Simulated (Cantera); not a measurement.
Feed: 1 mol Cu2O, 4.1 mol C, 6.4 mol H2, held at 1325 K.

Method: chemical equilibrium by Gibbs-energy minimisation in Cantera with the NASA 1993 tables (ideal gas, pure condensed phases). Candidate condensed phases: C, C6H6, C7H8, C8H18, Cu, CuO, Cu(OH)2, Cu2O, H2O; 113 gas species. The numbers say what is thermodynamically allowed, not how fast it happens.

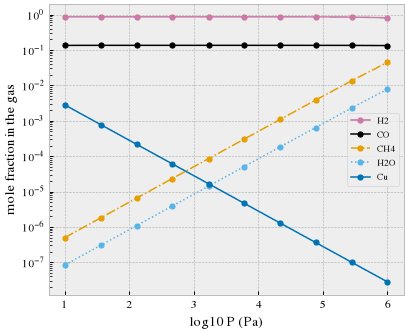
Equilibrium gas composition (values under 1e-9 drawn at 1e-9)

From 0.0750 Torr to 7500 Torr the condensed part is C(graphite) + Cu(s). The main Cu-bearing gas is Cu throughout.
